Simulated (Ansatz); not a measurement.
# NiAg2S2: relaxing a made-up structure

Starting from a made-up structure for NiAg2S2, the aim is the relaxed cell, its shortest contacts and, where a second run follows, its electronic structure.

Calculated with Ansatz 0.2.0; DFT, PBE, plane-wave PAW, default files, scalar-relativistic, ferromagnetic start, cell and ions relaxed at zero pressure.

## 1. The starting structure

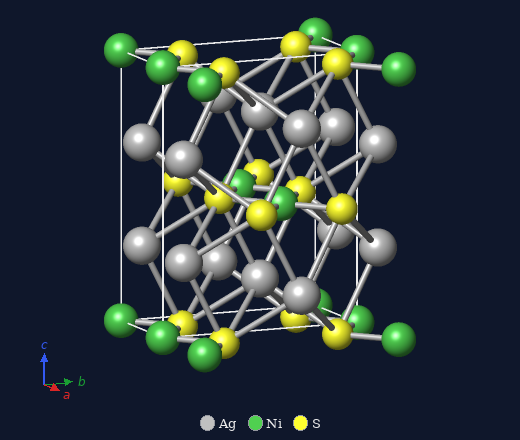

The starting structure, seen slightly off an axis (silver light grey, nickel green, sulfur yellow). 2×1×1 cells are drawn. This picture shows the conventional cell, with its axes. Some periodic images of atoms are drawn too.

## 2. Relaxing cell and atoms

The guessed cell has no reason to be at equilibrium. It is relaxed with the atoms, within the space group of the guess.

Input file input.yaml:

```yaml
crystal:
  lattice:
    - [-1.622, 3.306, 4.2865]
    - [1.622, -3.306, 4.2865]
    - [1.622, 3.306, -4.2865]
  atoms:
    - { symbol: Ag, position: [0.309, 0.809, 0.5] }
    - { symbol: Ag, position: [0.691, 0.191, 0.5] }
    - { symbol: Ni, position: [0.0, 0.0, 0.0], spin: 1.0 }
    - { symbol: S, position: [0.7932, 0.5, 0.2932] }
    - { symbol: S, position: [0.2068, 0.5, 0.7068] }
magnetization:
  spin_polarized: true
kpoints:
  mp_grid: { grid: [9, 9, 9] }
scf:
  occupations: { method: fermi_dirac, width: 0.05 }
hamiltonian:
  xc: pbe
  pseudopotentials: { kind: paw }
relax:
  f_tol: 0.015
  max_steps: 70
  cell: {}
output:
  forces: true
  stress: true
```

The run is started by

```
$ ansatz run input.yaml --threads 4 --pin off --max-ram 8192MiB --backend cpu --events-out ev --progress --plain --runs-dir out
```

Numbers of over 12 decimals in the logs are rounded to 6 here.

Output:

```text
Engine: ansatz 0.2.0, aarch64-unknown-linux-gnu
Pseudopotentials: kind: paw
Pseudopotential: Ag, paw, valence charge 19, recommended cutoff 420 eV (normal), Ag.paw.azcp
Pseudopotential: Ni, paw, valence charge 18, recommended cutoff 420 eV (normal), Ni.paw.azcp
Pseudopotential: S, paw, valence charge 6, recommended cutoff 420 eV (normal), S.paw.azcp
Functional definition: PBE
  parameter kappa = 0.804
  parameter beta = 0.066725
  exchange = pbe_x(kappa = kappa, mu = beta*pi^2/3)
  correlation = pbe_c(beta = beta)
Crystal: 5 atoms, lattice volume = 91.943 Å³
Basis set: ecut = 420 eV, 1825 PW (Γ), exchange–correlation on 80×80×80 points (8 copies of the dense FFT grid, shifted against one another)
Bands: 42, of which v1, the nominal top of the filled ones, is band 34 counted from 1 (33 counted from 0)
Symmetry: 8 space group operations
Space group: Immm (ITA 71), of the structure as read, at distance tolerance 4.5e-5 Å
Magnetic group: BNS 71.533 (UNI 631), of the structure as read, at distance tolerance 4.5e-5 Å
k-points: 125 of 729
Non-local potential: Ag, projectors of the file, l = 0: 3, l = 1: 2, l = 2: 2, l = 3: 1
Non-local potential: Ni, projectors of the file, l = 0: 3, l = 1: 2, l = 2: 3, l = 3: 1
Non-local potential: S, projectors of the file, l = 0: 2, l = 1: 2, l = 2: 2
PAW form: soft (Blöchl's): semilocal exchange-correlation on the pseudo side does not see the compensation charge
PAW one-centre angular grid: Ag, 590 points (default); XC on 64 Gauss nodes
PAW one-centre angular grid: Ni, 590 points (default); XC on 64 Gauss nodes
PAW one-centre angular grid: S, 110 points (default); XC on 64 Gauss nodes
Initial density: superposition of atomic densities (chi_scale 0.1, normalization cell, long waves kept (reshape's long-wave potential 0.01 eV rms))
Starting moments: Σ|m| = 1 μB on 1 of 5 sites
Initial wavefunctions: pseudopotential atomic-orbital guess
Functional: x = pbe(κ = 0.804, μ = 0.219515), c = pbe(β = 0.066725)
SCF iter   1: F=—  HF=-22822.282390 eV  |F-HF|=—  |Δ(HF+E_count)|=         —  Δρ=5.02e-2 (↑1.93e-2 ↓5.02e-2)  dr2=3.59e0  dr2_m=3.35e-1  M=0.456 μB ∫|m|=0.678 μB  β_m=0.30  ethr=3.10e-3  ⟨swp⟩=6.8  Hψ=42690  notcnv=0  defer=32
Mixer restart at iter 1: flushing history
preconditioner: auto → Kerker (q_TF=auto, 2.595 Å⁻¹)  [metal: Δε(μ)=0.002 eV  Ē_g=8.667 eV  σ=0.050 eV  W_gap=0.01  n_scr=24 (ndim 8)  ℏωp=25.7 eV  f_vac=0.000  D(μ)=1.54/eV (n_scr^D=6)]
spin=Collinear: Kerker preconditioning applied to the charge; magnetization (m = ρ↑ − ρ↓) channel mixes plain (no charge-response kernel on spin).
SCF iter   2: F=—  HF=-22823.607776 eV  |F-HF|=—  |Δ(HF+E_count)|=    1.33e0  Δρ=3.17e-2 (↑1.66e-2 ↓3.17e-2)  dr2=1.64e0  dr2_m=2.52e-1  M=0.419 μB ∫|m|=0.620 μB  β_m=0.52  ethr=3.10e-3  ⟨swp⟩=2.1  Hψ=18128  notcnv=0  defer=515
SCF iter   3: F=—  HF=-22824.720633 eV  |F-HF|=—  |Δ(HF+E_count)|=    1.11e0  Δρ=3.52e-2 (↑8.42e-3 ↓3.52e-2)  dr2=2.21e0  dr2_m=1.64e-1  M=0.254 μB ∫|m|=0.398 μB  β_m=0.38  ethr=2.41e-3  ⟨swp⟩=2.3  Hψ=13620  notcnv=0  defer=524
SCF iter   4: F=—  HF=-22824.654789 eV  |F-HF|=—  |Δ(HF+E_count)|=   6.58e-2  Δρ=1.51e-2 (↑1.51e-2 ↓6.86e-3)  dr2=1.74e-1  dr2_m=4.37e-2  M=0.123 μB ∫|m|=0.228 μB  β_m=0.64  ethr=2.41e-3  ⟨swp⟩=3.1  Hψ=20127  notcnv=0  defer=528
SCF iter   5: F=—  HF=-22824.678705 eV  |F-HF|=—  |Δ(HF+E_count)|=         —  Δρ=1.01e-2 (↑1.01e-2 ↓4.10e-3)  dr2=1.09e-1  dr2_m=9.69e-3  M=0.031 μB ∫|m|=0.074 μB  β_m=0.64  ethr=2.55e-4  ⟨swp⟩=2.4  Hψ=21697  notcnv=0  defer=575
Mixer restart at iter 5: flushing history
SCF iter   6: F=—  HF=-22824.756679 eV  |F-HF|=—  |Δ(HF+E_count)|=   7.80e-2  Δρ=6.97e-3 (↑3.14e-3 ↓6.97e-3)  dr2=5.10e-2  dr2_m=3.52e-3  M=0.019 μB ∫|m|=0.045 μB  β_m=0.54  ethr=1.60e-4  ⟨swp⟩=2.3  Hψ=20542  notcnv=0  defer=575
SCF iter   7: F=—  HF=-22824.729208 eV  |F-HF|=—  |Δ(HF+E_count)|=   2.75e-2  Δρ=5.18e-3 (↑5.18e-3 ↓2.19e-3)  dr2=3.62e-2  dr2_m=2.17e-3  M=0.017 μB ∫|m|=0.037 μB  β_m=0.59  ethr=7.50e-5  ⟨swp⟩=2.0  Hψ=22434  notcnv=0  defer=568
SCF iter   8: F=—  HF=-22824.735184 eV  |F-HF|=—  |Δ(HF+E_count)|=   5.98e-3  Δρ=2.13e-3 (↑2.13e-3 ↓6.40e-4)  dr2=5.03e-3  dr2_m=5.83e-4  M=0.009 μB ∫|m|=0.019 μB  β_m=0.58  ethr=5.33e-5  ⟨swp⟩=2.0  Hψ=13735  notcnv=0  defer=568
SCF iter   9: F=—  HF=-22824.735695 eV  |F-HF|=—  |Δ(HF+E_count)|=   5.11e-4  Δρ=4.70e-4 (↑2.88e-4 ↓4.70e-4)  dr2=7.01e-5  dr2_m=1.07e-4  M=0.004 μB ∫|m|=0.008 μB  β_m=0.79  ethr=7.39e-6  ⟨swp⟩=2.0  Hψ=14707  notcnv=0  defer=568
SCF iter  10: F=—  HF=-22824.735766 eV  |F-HF|=—  |Δ(HF+E_count)|=   7.04e-5  Δρ=4.05e-4 (↑1.84e-4 ↓4.05e-4)  dr2=2.38e-4  dr2_m=1.35e-5  M=0.001 μB ∫|m|=0.003 μB  β_m=0.79  ethr=1.03e-7  ⟨swp⟩=2.0  Hψ=18391  notcnv=0  defer=561
SCF iter  11: F=—  HF=-22824.735731 eV  |F-HF|=—  |Δ(HF+E_count)|=   3.47e-5  Δρ=1.51e-4 (↑7.80e-5 ↓1.51e-4)  dr2=4.11e-5  dr2_m=1.34e-6  M=0.000 μB ∫|m|=0.001 μB  β_m=0.81  ethr=1.03e-7  ⟨swp⟩=2.6  Hψ=17016  notcnv=0  defer=561
SCF iter  12: F=—  HF=-22824.735727 eV  |F-HF|=—  |Δ(HF+E_count)|=   4.18e-6  Δρ=3.05e-5 (↑2.41e-5 ↓3.05e-5)  dr2=2.65e-6  dr2_m=1.02e-8  M=0.000 μB ∫|m|=0.000 μB  β_m=0.91  ethr=6.04e-8  ⟨swp⟩=1.8  Hψ=11489  notcnv=0  defer=561
SCF iter  13: F=—  HF=-22824.735727 eV  |F-HF|=—  |Δ(HF+E_count)|=   2.30e-7  Δρ=2.56e-6 (↑2.56e-6 ↓2.23e-6)  dr2=1.47e-8  dr2_m=5.25e-10  M=-0.000 μB ∫|m|=0.000 μB  β_m=0.95  ethr=3.90e-9  ⟨swp⟩=2.0  Hψ=12023  notcnv=0  defer=561
SCF iter  14: F=-22824.735727 eV  HF=-22824.735727 eV  |F-HF|=5.24e-8  |Δ(HF+E_count)|=   1.49e-8  Δρ=4.29e-6 (↑4.29e-6 ↓4.18e-6)  dr2=5.82e-8  dr2_m=7.81e-12  M=0.000 μB ∫|m|=0.000 μB  ethr=2.16e-11  ⟨swp⟩=1.9  Hψ=31120  notcnv=0
WARN: the starting moments were not kept: the SCF closed with an absolute magnetisation of 4.3e-6 μB, where they sum to 1 μB in size (1 site). That is at most 0.1 of that sum. Measured as dr2_m measures the in/out step, that magnetisation stands 1.1e-11 eV from none, at or under the dr2_threshold of 1.0e-7 eV: it is no larger than a step whose dr2_m would equal this threshold. The system may hold no moment; this SCF  [...]
SCF 1 converged in 14 iterations: F = -22824.735727 eV  dr2 = 5.82e-8
  greatest PAW one-centre occupation: 1.001 electrons in one spin orbital (limit 2), on the Ni atom at site 2 (counted from 0), in its partial waves of l = 1
relax step   1: F+E_penalty+E_count = -22824.73572656 eV  Δ(F+E_penalty+E_count) = +0.000e0 eV  max|allowed force component| = 2.034e0 eV/Å  Δτ_max = 0.0000 Å  P = +1.756 GPa  Ω = 91.943 Å³  (14 SCF iters, dr2 threshold 1.00e-7 eV, accepted)
Crystal: 5 atoms, lattice volume = 85.869 Å³
[...]
relax step   5: F+E_penalty+E_count = -22825.18204223 eV  Δ(F+E_penalty+E_count) = -5.759e-4 eV  max|allowed force component| = 7.426e-3 eV/Å  Δτ_max = 0.0086 Å  P = +0.017 GPa  Ω = 85.862 Å³  energy of the carried Pulay correction = +1.661e-3 eV  (7 SCF iters, dr2 threshold 7.73e-8 eV, accepted)
[...]
relax step   6: F+E_penalty+E_count = -22825.18212333 eV  Δ(F+E_penalty+E_count) = -8.109e-5 eV  max|allowed force component| = 1.101e-2 eV/Å  Δτ_max = 0.0103 Å  P = -0.069 GPa  Ω = 85.899 Å³  energy of the carried Pulay correction = +1.650e-3 eV  (10 SCF iters, dr2 threshold 3.47e-8 eV, accepted)
[...]
relax step   7: F+E_penalty+E_count = -22825.18219760 eV  Δ(F+E_penalty+E_count) = -7.428e-5 eV  max|allowed force component| = 1.081e-3 eV/Å  Δτ_max = 0.0028 Å  P = +0.022 GPa  Ω = 85.801 Å³  energy of the carried Pulay correction = +1.678e-3 eV  (9 SCF iters, dr2 threshold 2.25e-8 eV, accepted)
Initial wavefunctions: pseudopotential atomic-orbital guess (no wavefunctions were taken with the density)
iter 1 solved again at ethr=1.90e-7 eV; its pass at ethr=3.10e-3 eV (dr2=1.29e-4 eV) is discarded
SCF iter   1: F=—  HF=-22825.180451 eV  |F-HF|=—  |Δ(HF+E_count)|=         —  Δρ=1.40e-4 (↑1.40e-4 ↓1.40e-4)  dr2=1.73e-5  dr2_m=1.42e-12  M=0.000 μB ∫|m|=0.000 μB  β_m=0.65  ethr=1.90e-7  ⟨swp⟩=3.0  Hψ=66236  notcnv=0
preconditioner: auto → Kerker (q_TF=auto, 2.353 Å⁻¹)  [metal: Δε(μ)=0.002 eV  Ē_g=8.995 eV  σ=0.050 eV  W_gap=0.01  n_scr=16 (ndim 8)  ℏωp=26.6 eV  f_vac=0.000  D(μ)=2.28/eV (n_scr^D=16)]
spin=Collinear: Kerker preconditioning applied to the charge; magnetization (m = ρ↑ − ρ↓) channel mixes plain (no charge-response kernel on spin).
SCF iter   2: F=—  HF=-22825.180593 eV  |F-HF|=—  |Δ(HF+E_count)|=   1.42e-4  Δρ=4.77e-5 (↑4.77e-5 ↓4.77e-5)  dr2=1.53e-6  dr2_m=4.77e-13  M=0.000 μB ∫|m|=0.000 μB  β_m=0.56  ethr=2.55e-8  ⟨swp⟩=2.5  Hψ=16606  notcnv=0
SCF iter   3: F=—  HF=-22825.180614 eV  |F-HF|=—  |Δ(HF+E_count)|=   2.05e-5  Δρ=1.84e-5 (↑1.84e-5 ↓1.84e-5)  dr2=3.99e-7  dr2_m=3.28e-13  M=0.000 μB ∫|m|=0.000 μB  β_m=0.54  ethr=2.25e-9  ⟨swp⟩=2.0  Hψ=19008  notcnv=0
SCF iter   4: F=—  HF=-22825.180616 eV  |F-HF|=—  |Δ(HF+E_count)|=   2.32e-6  Δρ=1.69e-5 (↑1.68e-5 ↓1.69e-5)  dr2=6.16e-7  dr2_m=1.37e-13  M=0.000 μB ∫|m|=0.000 μB  β_m=0.49  ethr=5.87e-10  ⟨swp⟩=2.0  Hψ=19003  notcnv=0
SCF iter   5: F=—  HF=-22825.180616 eV  |F-HF|=—  |Δ(HF+E_count)|=   4.96e-7  Δρ=1.25e-5 (↑1.25e-5 ↓1.25e-5)  dr2=4.00e-7  dr2_m=1.33e-13  M=0.000 μB ∫|m|=0.000 μB  β_m=0.74  ethr=5.87e-10  ⟨swp⟩=2.0  Hψ=11963  notcnv=0
SCF iter   6: F=—  HF=-22825.180617 eV  |F-HF|=—  |Δ(HF+E_count)|=   1.07e-6  Δρ=1.06e-5 (↑1.06e-5 ↓1.06e-5)  dr2=3.88e-7  dr2_m=2.94e-14  M=0.000 μB ∫|m|=0.000 μB  β_m=0.87  ethr=5.87e-10  ⟨swp⟩=2.0  Hψ=13847  notcnv=0
SCF iter   7: F=—  HF=-22825.180618 eV  |F-HF|=—  |Δ(HF+E_count)|=   3.81e-7  Δρ=4.02e-6 (↑4.02e-6 ↓4.02e-6)  dr2=5.75e-8  dr2_m=4.53e-15  M=0.000 μB ∫|m|=0.000 μB  β_m=0.92  ethr=5.70e-10  ⟨swp⟩=2.0  Hψ=15508  notcnv=0
SCF iter   8: F=—  HF=-22825.180618 eV  |F-HF|=—  |Δ(HF+E_count)|=   3.03e-8  Δρ=5.36e-7 (↑5.34e-7 ↓5.36e-7)  dr2=4.66e-10  dr2_m=4.94e-15  M=0.000 μB ∫|m|=0.000 μB  β_m=0.96  ethr=8.45e-11  ⟨swp⟩=2.0  Hψ=18264  notcnv=0
SCF iter   9: F=—  HF=-22825.180618 eV  |F-HF|=—  |Δ(HF+E_count)|=   2.11e-7  Δρ=2.62e-7 (↑2.62e-7 ↓2.61e-7)  dr2=1.87e-10  dr2_m=2.30e-16  M=0.000 μB ∫|m|=0.000 μB  β_m=0.98  ethr=1.00e-12  ⟨swp⟩=2.0  Hψ=19032  notcnv=0
SCF iter  10: F=—  HF=-22825.180618 eV  |F-HF|=—  |Δ(HF+E_count)|=  2.04e-10  Δρ=8.34e-8 (↑8.34e-8 ↓8.31e-8)  dr2=2.05e-11  dr2_m=3.44e-17  M=0.000 μB ∫|m|=0.000 μB  β_m=0.99  ethr=1.00e-12  ⟨swp⟩=2.0  Hψ=11976  notcnv=0
SCF iter  11: F=-22825.180618 eV  HF=-22825.180618 eV  |F-HF|=7.28e-12  |Δ(HF+E_count)|=  2.91e-11  Δρ=4.65e-8 (↑4.64e-8 ↓4.65e-8)  dr2=6.61e-12  dr2_m=2.07e-18  M=0.000 μB ∫|m|=0.000 μB  ethr=1.00e-12  ⟨swp⟩=3.0  Hψ=32684  notcnv=0
the starting moments were not kept: the SCF closed with an absolute magnetisation of 3.0e-9 μB, where they sum to 1 μB in size (1 site). That is at most 0.1 of that sum. Measured as dr2_m measures the in/out step, that magnetisation stands 7.7e-18 eV from none, at or under the dr2_threshold of 5.0e-11 eV: it is no larger than a step whose dr2_m would equal this threshold.
SCF 8 converged in 11 iterations: F = -22825.180618 eV  dr2 = 6.61e-12
relax step   8: F+E_penalty+E_count = -22825.18061806 eV  Δ(F+E_penalty+E_count) = +1.580e-3 eV  max|allowed force component| = 9.471e-4 eV/Å  Δτ_max = 0.0000 Å  P = +0.022 GPa  Ω = 85.801 Å³  stress off target by 2.68e-2 GPa  SCF on the basis re-selected at this cell (its energy is not comparable with the rows above)  (11 SCF iters)
basis re-selected at this cell: Δ(F+E_penalty+E_count) = +1.580e-3 eV, ΔP = +0.000 GPa vs the last step (what re-selecting the basis moved, of the pressure what is left beyond the Pulay correction that the steps carried, after the strain that the cell walked since its last selection, with what the two solves' SCF thresholds leave and, on support functions, any second-order correction that the steps lacked; it is no m [...]
SCF converged after 11 iterations
Magnetization: 0.0000 μB (34.0000 up, 34.0000 down)
Absolute magnetization: 0.0000 μB (∫|ρ↑−ρ↓|, with the PAW one-centre terms)
Spin contamination: 0.0000 ħ² per cell (⟨S²⟩ above its minimum at these occupations)
Per-site moments (μB) at R_I (Å): [(7.644996169030127e-11, 1.168108), (7.644992525224066e-11, 1.168108), (1.5522036550085914e-9, 0.921381), (1.8188590290062092e-10, 0.921381), (1.81885889330698e-10, 0.921381)]
Free energy (F): -22825.180618 eV
Harris-Foulkes:  -22825.180618 eV  (|F-HF|=7.28e-12)
Internal energy: -22825.162153 eV  (E = F + TS)
E sigma→0 (E₀):  -22825.171385 eV
Entropy (-TS):   -0.018465 eV (-3.693 meV/atom)
Fermi energy:    11.926155 eV
--- Per-component energies (eV) ---
  E_band       = -977.439620
  E_kinetic    = 1551.132893
  E_local      = -10289.380526  (includes V_loc(G=0)·N_el)
  E_nonlocal   = 860.937089
  E_hartree    = 4509.413103
  E_xc         = -645.791543
  E_vxc        = -750.069516  (∫ρ·V_xc dr)
  E_paw        = -10640.933269  (= ΣΔE_a)
  E_vpaw       = -1368.886782  (= ΣTr[D̂ρ^β])
  E_aug_tail   = 0.001188  (compensation charges beyond the density's cutoff)
  E_ewald      = -8170.541088
  E_smearing   = -0.018465  (= −TS)
  E_closure    = -0.000000  (closes the sum)
  Σ components = -22825.180618   (vs F -22825.180618, Δ=0.00e0)
--- Forces (eV/Å), atoms counted from 1 ---
  atom   1  Ag     0.00000000     0.00000000     0.00013982
  atom   2  Ag     0.00000000     0.00000000    -0.00013982
  atom   3  Ni     0.00000000     0.00000000     0.00000000
  atom   4  S      0.00000000     0.00094711     0.00000000
  atom   5  S      0.00000000    -0.00094711     0.00000000
  max |Σ_I F_I| component: 3.16e-30 eV/Å
--- Stress (GPa, compression-positive) ---
        0.026829       0.000000       0.000000
        0.000000       0.020214       0.000000
        0.000000       0.000000       0.020283
  P = ⅓ Tr σ = 0.0224 GPa (0.224 kbar)
--- Relaxed structure (7 steps of the walk, 7 accepted, 1 SCFs on fresh bases) ---
  F+E_penalty+E_count = -22825.18061806 eV   max|allowed force component| = 9.471e-4 eV/Å   (the final SCF, on the basis selected at the relaxed cell)
  cell:  # Å, volume = 85.8011 Å³
    - [-1.619883, 3.347100, 3.956223]
    - [1.619883, -3.347100, 3.956223]
    - [1.619883, 3.347100, -3.956223]
  atoms:
    - { symbol: Ag, position: [0.300510, 0.800510, 0.500000] }
    - { symbol: Ag, position: [0.699490, 0.199490, 0.5] }
    - { symbol: Ni, position: [2.5871782354150456e-19, -1.6187784681924953e-19, 4.2059567036075806e-19] }
    - { symbol: S, position: [0.770262, 0.500000, 0.270262] }
    - { symbol: S, position: [0.229738, 0.5, 0.729738] }
```

Run time: 1.7 min. Hardware: 4 threads of Arm Neoverse V2, shared host; peak memory 0.94 GiB; 6.6 min of CPU time.

The steps of the relaxation:

```csv
step,energy less that of the first step (eV),largest force component (eV/Å),pressure (GPa),volume (Å³)
1,0.0000,2.0338,1.76,91.94
2,-0.3566,0.8194,2.48,85.87
3,-0.4421,0.0744,0.42,85.76
4,-0.4457,0.0097,0.00,85.88
5,-0.4463,0.0074,0.02,85.86
6,-0.4464,0.0110,-0.07,85.90
7,-0.4465,0.0011,0.02,85.80
8*,-0.4449,0.0009,0.02,85.80
```

Relaxation steps marked * repeat the geometry before them on a plane-wave basis chosen anew for their cell, so energy and pressure can jump there.

Forces are held to the 8 operations that the run works with; a distortion that breaks them can't arise in this run.

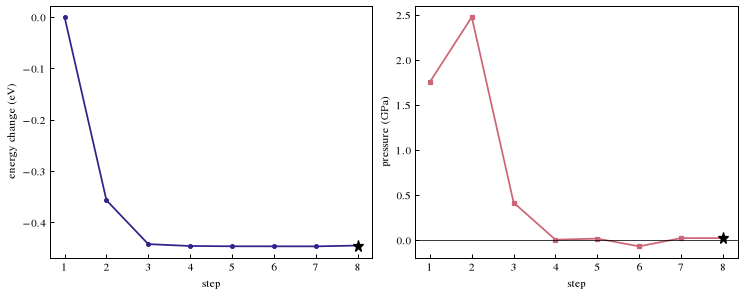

Energy and pressure along the relaxation. Stars mark steps on a basis chosen anew.

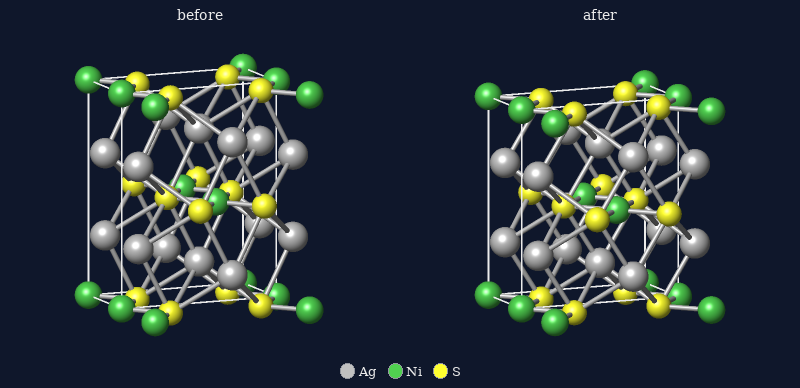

The structure before and after the relaxation, drawn at the same scale.

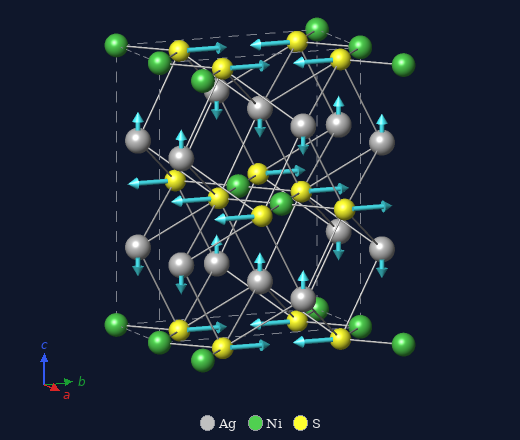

Displacements in the relaxation, exaggerated, measured against the changing cell; the longest in the cell stands for 0.15 Å. 2×1×1 conventional cells are drawn. Some periodic images of atoms are drawn too.

```csv
"conventional cell, symmetrised",before,after,change
a (Å),3.244,3.240,-0.1 %
b (Å),6.612,6.694,+1.2 %
c (Å),8.573,7.912,-7.7 %
volume (Å³/atom),18.39,17.16,-6.7 %
```

The atoms that moved most (Å, as changes of fractional coordinates times the final cell):

```csv
atom,dx,dy,dz,length
S5,0.000,0.154,0.000,0.154
S4,0.000,-0.154,0.000,0.154
Ag1,0.000,0.000,-0.067,0.067
Ag2,0.000,0.000,0.067,0.067
```

Final coordinates:

```
Ag Ni S
1.0
    -1.61988    3.34710    3.95622
     1.61988   -3.34710    3.95622
     1.61988    3.34710   -3.95622
Ag Ni S
2 1 2
Direct
  0.30051 0.80051 0.50000
  0.69949 0.19949 0.50000
  0.00000 0.00000 0.00000
  0.77026 0.50000 0.27026
  0.22974 0.50000 0.72974
```

This step gave:

```
free energy             : -22825.1806 eV
energy at zero smearing : -22825.1714 eV
smearing term TS        : 0.01847 eV
Fermi energy            : 11.93 eV
electrons               : 68
symmetry operations     : 8
pressure                : 0.02244 GPa
```

Shortest distances by pair of elements, guess and relaxed (not always the same contact):

```csv
pair,guess (Å),relaxed (Å)
Ni–S,2.121,2.234
Ag–S,2.981,2.832
Ag–Ni,3.106,2.877
S–S,2.735,3.076
Ag–Ag,3.244,3.157
```

The relaxation ends with a largest force component of 9.5e-4 eV/Å and a pressure of 0.02 GPa. The starting moments have collapsed: the run ends non-magnetic.

## 3. Outcome

| Property | Result |
| --- | --- |
| space group, relaxed | Immm |
| conventional cell | a = 3.240, b = 6.694, c = 7.912 Å; α = 90.0°, β = 90.0°, γ = 90.0° |
| volume per atom | 17.16 Å³ (guess 18.39) |
| total moment | 0.00 μB in the cell of 5 atoms |

NiAg2S2 relaxes to Immm with a = 3.240, b = 6.694 and c = 7.912 Å. The guessed volume was 7 % too large. The space group Immm was held in the relaxation, so the end point is a stationary structure within it and may be a saddle against distortions or other arrangements. The moments died out from this one start and weren't seeded again at the relaxed cell. Mesh and cutoff weren't tested. No dispersion term is used, so weakly bound directions may come out too long. Nothing here tests whether the compound is stable against decomposition.

[Logs are printed without paths, hosts, clocks, repeated set-up lines and the standing remarks that a program may print on its own settings, such as how far it seeks lower states.]

[Hosts, paths, dates, database ids (printed as entryN), source tags and the programs' standing remarks are cut or masked in the printed files.]
